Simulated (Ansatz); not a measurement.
**FH3Si···OH (doublet): density, localisation and related maps**

Input

```
crystal:
  periodic: [false, false, false]
  atoms:
    - { symbol: Si, position_ang: [-0.063925, -0.11044, 0.032625] }
    - { symbol: F, position_ang: [-0.43205, -0.738718, 1.4675] }
    - { symbol: H, position_ang: [1.409142, 0.004244, -0.092685] }
    - { symbol: H, position_ang: [-0.699655, 1.223352, -0.099986] }
    - { symbol: H, position_ang: [-0.589859, -1.026539, -1.013516] }
    - { symbol: O, position_ang: [0.219908, 0.320395, 3.566967] }
    - { symbol: H, position_ang: [-0.356561, -0.473394, 3.597595] }
magnetization:
  spin_polarized: true
  initial_magnetization: 1
basis:
  gaussian: { orbitals: "6-31G*" }
hamiltonian:
  xc: b3lyp
relax:
  f_tol: 0.03
  max_steps: 50
output:
  orbitals: {}
```

Command:

```sh
ansatz run input.yaml --threads 1 --pin off --max-ram 2048MiB --backend cpu --events-out ev --progress --plain --runs-dir out
```

The fields are those of the run's last geometry, not of the input's.

All numbers below come from UKS B3LYP/6-31G* in Ansatz 0.2.0.

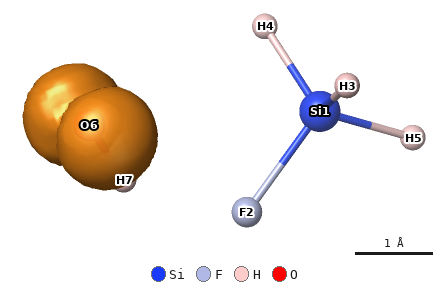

Figure 1. Isosurfaces of the spin density at +0.08 (orange) and −0.08 e/Å³ (purple), seen at a tilt.

**Which atoms carry the spin?**

The unpaired spin (1 electron) lies mostly on O6 (about 1.0), in electrons by Hirshfeld's partition.

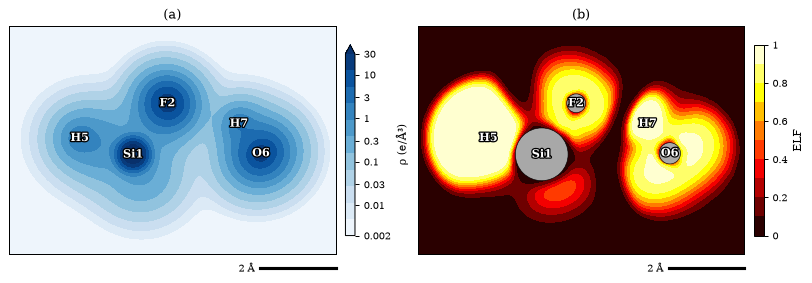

Figure 2. (a) electron density; (b) electron localisation function on the plane of atoms F2, Si1 and H5. Grey discs cover the atomic cores in the ELF map.

**What do the fields say about this system?**

Atoms in the plane: Si, F, H and O. F2···H7 (1.96 Å): the density falls to about 0.16 e/Å³ on the way; the ELF dips to about 0.05 between them: by its geometry a hydrogen bond between the two molecules, with no shared pair. Si–F (1.63 Å): ρ is about 1 e/Å³ halfway; the ELF peaks at about 0.85 in the valence shell of F, 0.6 Å from its nucleus, and is about 0.55 at the midpoint. O–H (0.98 Å): ρ is about 3.6 e/Å³ halfway; the ELF climbs to about 1 towards the hydrogen, as it does in any bond to H (an ordinary covalent bond to hydrogen). Si–H (1.48 Å): ρ at the midpoint is about 0.81 e/Å³; the ELF climbs to about 1 towards the hydrogen. The ELF also peaks beside O6 and F2, away from the bonds: non-bonding electrons, paired or unpaired.

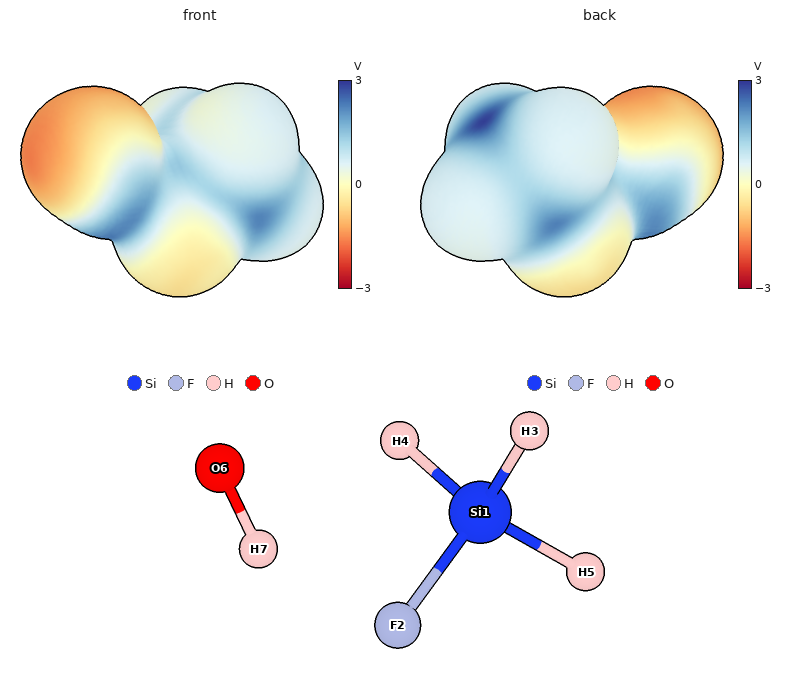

Figure 3. The molecular electrostatic potential painted on the density surface at 0.004 e/bohr³, seen from the front and from behind; red is negative and blue positive. The bare structure is drawn below in the same view.

**Describe the electrostatic potential map.**

The most negative region (about −1.6 V) lies over O6, the most positive (about +2.6 V) over Si1. O6 is the likeliest acceptor of a hydrogen bond.

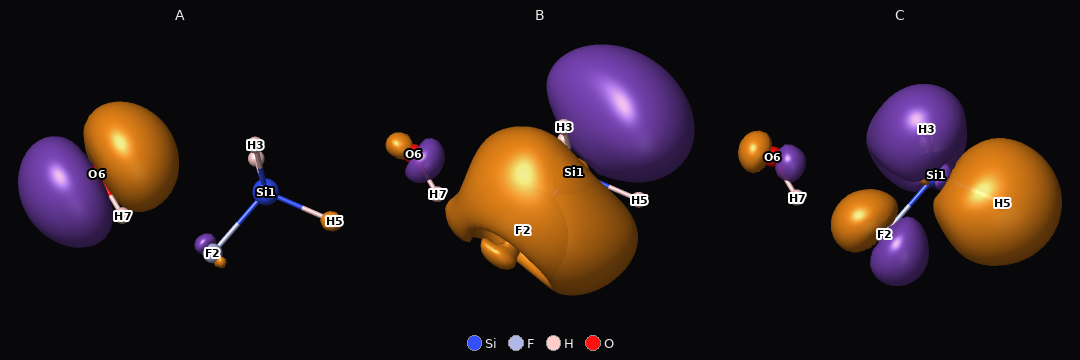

Figure 4. Three frontier orbitals at ±0.08 Å⁻³ᐟ² (orange and purple are the two phases), in no order.

**Which picture is the HOMO−1, the HOMO and the LUMO? All are α orbitals.**

C is the HOMO−1 (α) (−9.66 eV). It lies mainly on Si1 (about 35 %), H5 (about 30 %), F2 (about 15 %), H3 (about 10 %) and H4 (about 10 %). A is the HOMO (α) (−8.86 eV). By Hirshfeld shares it lies mainly on O6 (about 90 %); largely a lone pair of O6. B is the LUMO (α) (−0.24 eV). By Hirshfeld shares it lies mainly on Si1 (about 65 %), F2 (about 15 %), H5 (about 5 %), H3 (about 5 %) and H4 (about 5 %).

**What is the gap between the highest occupied and lowest empty α orbitals?**

8.62 eV between the orbital energies.
